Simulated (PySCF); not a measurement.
# SiO2 (silicon dioxide molecule): CCSD(T)/3-21G

Aim: the vertical singlet–triplet gap of SiO2 (silicon dioxide molecule) at CCSD(T)/3-21G, from 2 runs. 

The calculation is run with PySCF 2.14.0.

## Step 1: The molecule

SiO2 has 3 atoms, charge 0, and is taken as a singlet. SMILES: `O=[Si]=O`. The coordinates come from a GFN2-xTB relaxation.

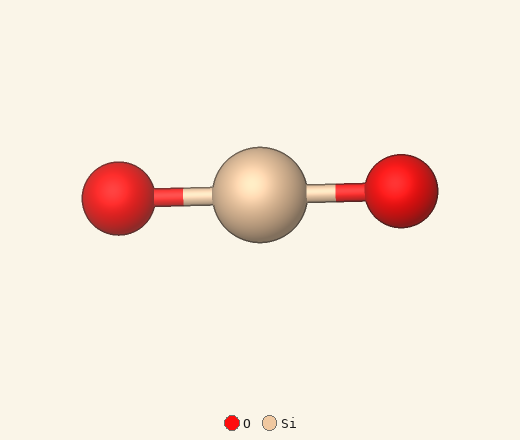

The structure, seen from a chosen angle (oxygen red, silicon light orange).

## Step 2: The energy at CCSD(T)/3-21G

calc.py reads:

```python
from pyscf import gto, cc

system = gto.M(
    atom='''
O        0.691230       1.217290       0.513740
Si      -0.000730       0.000440      -0.000160
O       -0.690510      -1.217740      -0.513580
''',
    max_memory=1860,
    charge=0,
    spin=0,
    verbose=4,
    basis='3-21g',
)

hf = system.RHF()
hf.conv_tol = 1e-10
hf.kernel()
if not hf.converged:
    hf = hf.newton().run(hf.mo_coeff, hf.mo_occ)

mycc = cc.CCSD(hf, frozen=7)
mycc.kernel()
e_t = mycc.ccsd_t()
e_tot = mycc.e_tot + e_t
print('E = %.10f Eh' % e_tot)
```

Command:

```sh
OMP_NUM_THREADS=1 python calc.py
```

Standard output:

```text
PySCF version 2.14.0

[INPUT] num. atoms = 3
[INPUT] num. electrons = 30
[INPUT] charge = 0
[INPUT] spin (= nelec alpha-beta = 2S) = 0
[INPUT] symmetry False subgroup None
[INPUT] Mole.unit = angstrom
[INPUT] Symbol           X                Y                Z      unit          X                Y                Z       unit  Magmom
[INPUT]  1 O      0.691230000000   1.217290000000   0.513740000000 AA    1.306235389083   2.300344714172   0.970827899234 Bohr   0.0
[INPUT]  2 Si    -0.000730000000   0.000440000000  -0.000160000000 AA   -0.001379500071   0.000831479495  -0.000302356180 Bohr   0.0
[INPUT]  3 O     -0.690510000000  -1.217740000000  -0.513580000000 AA   -1.304874786273  -2.301195090928  -0.970525543054 Bohr   0.0

nuclear repulsion = 90.84965725506
number of shells = 17
number of NR pGTOs = 57
number of NR cGTOs = 31
basis = 3-21g
ecp = {}

******** <class 'pyscf.scf.hf.RHF'> ********
method = RHF
initial guess = minao
damping factor = 0
level_shift factor = 0
DIIS = <class 'pyscf.scf.diis.CDIIS'>
diis_start_cycle = 1
diis_space = 8
diis_damp = 0
SCF conv_tol = 1e-10
SCF conv_tol_grad = None
SCF max_cycles = 50
direct_scf = True
direct_scf_tol = 1e-13
Set gradient conv threshold to 1e-05
Initial guess from minao.
init E= -436.19621675201
  HOMO = -0.491077414629296  LUMO = -0.107147278441885  gap/eV = 10.44727
cycle= 1 E= -436.057237718585  delta_E= 0.139  |g|= 0.847  |ddm|= 1.93
  HOMO = -0.363417725754507  LUMO = 0.0283506589647673  gap/eV = 10.66056
cycle= 2 E= -436.130189451318  delta_E= -0.073  |g|= 0.682  |ddm|= 1.19
  HOMO = -0.470067041654124  LUMO = 0.0168978401734363  gap/eV = 13.25099
cycle= 3 E= -436.215013076556  delta_E= -0.0848  |g|= 0.0172  |ddm|= 0.443
  HOMO = -0.463744239009629  LUMO = 0.0274090851476152  gap/eV = 13.36496
cycle= 4 E= -436.215127805084  delta_E= -0.000115  |g|= 0.00306  |ddm|= 0.0289
  HOMO = -0.463345466381301  LUMO = 0.0270943474354537  gap/eV = 13.34555
cycle= 5 E= -436.215132574643  delta_E= -4.77e-06  |g|= 0.000668  |ddm|= 0.00612
  HOMO = -0.463296605134011  LUMO = 0.0270029016795594  gap/eV = 13.34173
cycle= 6 E= -436.215132991441  delta_E= -4.17e-07  |g|= 0.000252  |ddm|= 0.00176
  HOMO = -0.463280495286231  LUMO = 0.0269720938811013  gap/eV = 13.34045
cycle= 7 E= -436.215133054384  delta_E= -6.29e-08  |g|= 0.00016  |ddm|= 0.000813
  HOMO = -0.463276058045  LUMO = 0.0269660781303078  gap/eV = 13.34017
cycle= 8 E= -436.215133061365  delta_E= -6.98e-09  |g|= 2.05e-05  |ddm|= 0.000187
  HOMO = -0.463273544587183  LUMO = 0.0269648731595429  gap/eV = 13.34007
cycle= 9 E= -436.215133061568  delta_E= -2.03e-10  |g|= 2.9e-06  |ddm|= 3.99e-05
  HOMO = -0.463273644073752  LUMO = 0.0269647292491375  gap/eV = 13.34007
cycle= 10 E= -436.215133061572  delta_E= -3.87e-12  |g|= 3.69e-07  |ddm|= 4.08e-06
  HOMO = -0.463273737019305  LUMO = 0.0269646623098603  gap/eV = 13.34007
Extra cycle  E= -436.215133061571  delta_E= 9.09e-13  |g|= 1.77e-07  |ddm|= 6.06e-07
converged SCF energy = -436.215133061571

******** <class 'pyscf.cc.ccsd.CCSD'> ********
CC2 = 0
CCSD nocc = 8, nmo = 24
frozen orbitals 7
max_cycle = 50
direct = 0
conv_tol = 1e-07
conv_tol_normt = 1e-05
diis_space = 6
diis_start_cycle = 0
diis_start_energy_diff = 1e+09
Init t2, MP2 energy = -436.543850886395  E_corr(MP2) -0.328717824823808
Init E_corr(CCSD) = -0.328717824823824
cycle = 1  E_corr(CCSD) = -0.283490965240797  dE = 0.0452268596  norm(t1,t2) = 0.132622
cycle = 2  E_corr(CCSD) = -0.318017930809748  dE = -0.0345269656  norm(t1,t2) = 0.0638636
cycle = 3  E_corr(CCSD) = -0.309725333614701  dE = 0.0082925972  norm(t1,t2) = 0.0451372
cycle = 4  E_corr(CCSD) = -0.311736652705491  dE = -0.00201131909  norm(t1,t2) = 0.00856961
cycle = 5  E_corr(CCSD) = -0.312030432052821  dE = -0.000293779347  norm(t1,t2) = 0.00139246
cycle = 6  E_corr(CCSD) = -0.312056021159547  dE = -2.55891067e-05  norm(t1,t2) = 0.000533628
cycle = 7  E_corr(CCSD) = -0.31200127741032  dE = 5.47437492e-05  norm(t1,t2) = 0.000173442
cycle = 8  E_corr(CCSD) = -0.312012021673361  dE = -1.0744263e-05  norm(t1,t2) = 6.44026e-05
cycle = 9  E_corr(CCSD) = -0.312009854266708  dE = 2.16740665e-06  norm(t1,t2) = 2.07405e-05
cycle = 10  E_corr(CCSD) = -0.312009887424079  dE = -3.31573712e-08  norm(t1,t2) = 5.5727e-06
CCSD converged
E(CCSD) = -436.527142948995  E_corr = -0.3120098874240791
CCSD(T) correction = -0.0204888986655744
E = -436.5476318477 Eh
```

Wall time 1.1 s (1 thread of Arm Neoverse V1, shared host); peak memory 0.12 GiB.

## Step 3: The triplet, same level

run.py reads:

```python
from pyscf import gto, cc

system = gto.Mole()
system.atom = 'O 0.691230 1.217290 0.513740; Si -0.000730 0.000440 -0.000160; O -0.690510 -1.217740 -0.513580'
system.spin = 2
system.verbose = 4
system.max_memory = 1860
system.basis = '3-21g'
system.build()

mf = system.UHF()
mf.conv_tol = 1e-10
mf.kernel()
if not mf.converged:
    mf = mf.newton().run(mf.mo_coeff, mf.mo_occ)

mycc = cc.CCSD(mf, frozen=7)
mycc.kernel()
e_t = mycc.ccsd_t()
etot = mycc.e_tot + e_t
print('Final energy', etot)
```

Command:

```sh
OMP_NUM_THREADS=1 python run.py
```

Standard output:

```text
PySCF version 2.14.0

[INPUT] num. atoms = 3
[INPUT] num. electrons = 30
[INPUT] charge = 0
[INPUT] spin (= nelec alpha-beta = 2S) = 2
[INPUT] symmetry False subgroup None
[INPUT] Mole.unit = angstrom
[INPUT] Symbol           X                Y                Z      unit          X                Y                Z       unit  Magmom
[INPUT]  1 O      0.691230000000   1.217290000000   0.513740000000 AA    1.306235389083   2.300344714172   0.970827899234 Bohr   0.0
[INPUT]  2 Si    -0.000730000000   0.000440000000  -0.000160000000 AA   -0.001379500071   0.000831479495  -0.000302356180 Bohr   0.0
[INPUT]  3 O     -0.690510000000  -1.217740000000  -0.513580000000 AA   -1.304874786273  -2.301195090928  -0.970525543054 Bohr   0.0

nuclear repulsion = 90.84965725506
number of shells = 17
number of NR pGTOs = 57
number of NR cGTOs = 31
basis = 3-21g
ecp = {}

******** <class 'pyscf.scf.uhf.UHF'> ********
method = UHF
initial guess = minao
damping factor = 0
level_shift factor = 0
DIIS = <class 'pyscf.scf.diis.CDIIS'>
diis_start_cycle = 1
diis_space = 8
diis_damp = 0
SCF conv_tol = 1e-10
SCF conv_tol_grad = None
SCF max_cycles = 50
direct_scf = True
direct_scf_tol = 1e-13
number electrons alpha = 16  beta = 14
Set gradient conv threshold to 1e-05
init E= -436.19621675201
[... the frontier-level lines of each cycle are left out ...]



cycle= 1 E= -435.998280148822  delta_E= 0.198  |g|= 0.396  |ddm|= 2.17
cycle= 2 E= -436.07367844849  delta_E= -0.0754  |g|= 0.287  |ddm|= 0.57
cycle= 3 E= -436.105666983757  delta_E= -0.032  |g|= 0.0576  |ddm|= 0.19
cycle= 4 E= -436.113841779858  delta_E= -0.00817  |g|= 0.0272  |ddm|= 0.114
cycle= 5 E= -436.116283604991  delta_E= -0.00244  |g|= 0.00688  |ddm|= 0.0878
cycle= 6 E= -436.116416434264  delta_E= -0.000133  |g|= 0.00279  |ddm|= 0.0206
cycle= 7 E= -436.116433611012  delta_E= -1.72e-05  |g|= 0.00166  |ddm|= 0.00705
cycle= 8 E= -436.116437365607  delta_E= -3.75e-06  |g|= 0.00067  |ddm|= 0.00334
cycle= 9 E= -436.11643806302  delta_E= -6.97e-07  |g|= 0.000127  |ddm|= 0.00177
cycle= 10 E= -436.116438084309  delta_E= -2.13e-08  |g|= 3.04e-05  |ddm|= 0.000313
cycle= 11 E= -436.11643808686  delta_E= -2.55e-09  |g|= 1.82e-05  |ddm|= 0.000127
cycle= 12 E= -436.116438088711  delta_E= -1.85e-09  |g|= 1.16e-05  |ddm|= 0.000138
cycle= 13 E= -436.11643809002  delta_E= -1.31e-09  |g|= 6.05e-06  |ddm|= 0.000165
cycle= 14 E= -436.116438090413  delta_E= -3.92e-10  |g|= 2.19e-06  |ddm|= 0.00012
cycle= 15 E= -436.116438090442  delta_E= -2.89e-11  |g|= 1.02e-06  |ddm|= 2.88e-05
Extra cycle  E= -436.116438090444  delta_E= -2.05e-12  |g|= 7.91e-07  |ddm|= 2.36e-06
converged SCF energy = -436.116438090444  <S^2> = 2.2638264  2S+1 = 3.1710102

******** <class 'pyscf.cc.uccsd.UCCSD'> ********
CC2 = 0
CCSD nocc = (np.int64(9), np.int64(7)), nmo = (24, 24)
frozen orbitals 7
max_cycle = 50
direct = 0
conv_tol = 1e-07
conv_tol_normt = 1e-06
diis_space = 6
diis_start_cycle = 0
diis_start_energy_diff = 1e+09
Init t2, MP2 energy = -0.260357940604622
Init E_corr(UCCSD) = -0.260357940606049
cycle = 1  E_corr(UCCSD) = -0.255606446380418  dE = 0.00475149423  norm(t1,t2) = 0.157659
cycle = 2  E_corr(UCCSD) = -0.27659743793586  dE = -0.0209909916  norm(t1,t2) = 0.0714414
cycle = 3  E_corr(UCCSD) = -0.279069043175395  dE = -0.00247160524  norm(t1,t2) = 0.0532743
cycle = 4  E_corr(UCCSD) = -0.291899230773414  dE = -0.0128301876  norm(t1,t2) = 0.0342987
cycle = 5  E_corr(UCCSD) = -0.291192587888115  dE = 0.000706642885  norm(t1,t2) = 0.0104126
cycle = 6  E_corr(UCCSD) = -0.291856223044988  dE = -0.000663635157  norm(t1,t2) = 0.00542197
cycle = 7  E_corr(UCCSD) = -0.292453739473681  dE = -0.000597516429  norm(t1,t2) = 0.00202731
cycle = 8  E_corr(UCCSD) = -0.292266246498208  dE = 0.000187492975  norm(t1,t2) = 0.000818601
cycle = 9  E_corr(UCCSD) = -0.292304237660124  dE = -3.79911619e-05  norm(t1,t2) = 0.00030158
cycle = 10  E_corr(UCCSD) = -0.292300950864625  dE = 3.2867955e-06  norm(t1,t2) = 0.000135282
cycle = 11  E_corr(UCCSD) = -0.292300379325097  dE = 5.71539528e-07  norm(t1,t2) = 5.60757e-05
cycle = 12  E_corr(UCCSD) = -0.292301554925124  dE = -1.17560003e-06  norm(t1,t2) = 3.0617e-05
cycle = 13  E_corr(UCCSD) = -0.29229990580373  dE = 1.64912139e-06  norm(t1,t2) = 1.44189e-05
cycle = 14  E_corr(UCCSD) = -0.292300548476707  dE = -6.42672976e-07  norm(t1,t2) = 6.55799e-06
cycle = 15  E_corr(UCCSD) = -0.292300676291689  dE = -1.27814982e-07  norm(t1,t2) = 3.5708e-06
cycle = 16  E_corr(UCCSD) = -0.292300739944048  dE = -6.36523599e-08  norm(t1,t2) = 2.46013e-06
cycle = 17  E_corr(UCCSD) = -0.292300782392849  dE = -4.24488006e-08  norm(t1,t2) = 1.68995e-06
cycle = 18  E_corr(UCCSD) = -0.292300736202483  dE = 4.61903663e-08  norm(t1,t2) = 1.17365e-06
cycle = 19  E_corr(UCCSD) = -0.292300729565377  dE = 6.63710598e-09  norm(t1,t2) = 6.54651e-07
UCCSD converged
E(UCCSD) = -436.408738820009  E_corr = -0.2923007295653768
UCCSD(T) correction = -0.0120777546890294
Final energy -436.420816574698
```

It took 1.8 s on 1 thread of Arm Neoverse V1, shared host; peak memory 0.13 GiB.

## Step 4: What came out

At CCSD(T)/3-21G, 7 core orbitals frozen:

| quantity | value |
| --- | --- |
| singlet: total energy | -436.54763 Eh |
| singlet: dipole moment (Hartree–Fock density) | 0.01 D |
| singlet: HOMO energy (Hartree–Fock orbitals) | -12.61 eV |
| singlet: LUMO energy (Hartree–Fock orbitals) | 0.73 eV |
| singlet: HOMO–LUMO gap (Hartree–Fock orbitals) | 13.34 eV |
| singlet: correlation energy (7 core orbitals frozen) | -332.5 mEh |
| singlet: (T) correction | -20.49 mEh |
| singlet: T1 diagnostic | 0.032 |
| triplet: total energy | -436.42082 Eh |
| triplet: dipole moment (Hartree–Fock density) | 0.02 D |
| triplet: HOMO energy (Hartree–Fock orbitals) (highest over α and β) | -7.84 eV |
| triplet: LUMO energy (Hartree–Fock orbitals) (lowest over α and β) | -0.10 eV |
| triplet: correlation energy (7 core orbitals frozen) | -304.4 mEh |
| triplet: (T) correction | -12.08 mEh |
| triplet: ⟨S²⟩ of the reference determinant | 2.264 |
| triplet: T1 diagnostic | 0.056 |
| vertical energy of the triplet above the singlet | 3.451 eV |

**Reading.** At this shape the triplet lies 3.45 eV (333 kJ/mol) above the singlet. The T1 diagnostic (singlet) of 0.032 is above the customary mark for such species, so a single reference may not serve. Mulliken charges (singlet) of the mean-field density run from -0.75 on O1 to +1.50 on Si2. The triples (singlet) make up 6.2 % of the correlation energy. ⟨S²⟩ (triplet) is 2.26 where a pure triplet has 2.00: the reference is spin-contaminated. The T1 diagnostic (triplet) of 0.056 is above the customary mark for such species, so a single reference may not serve.
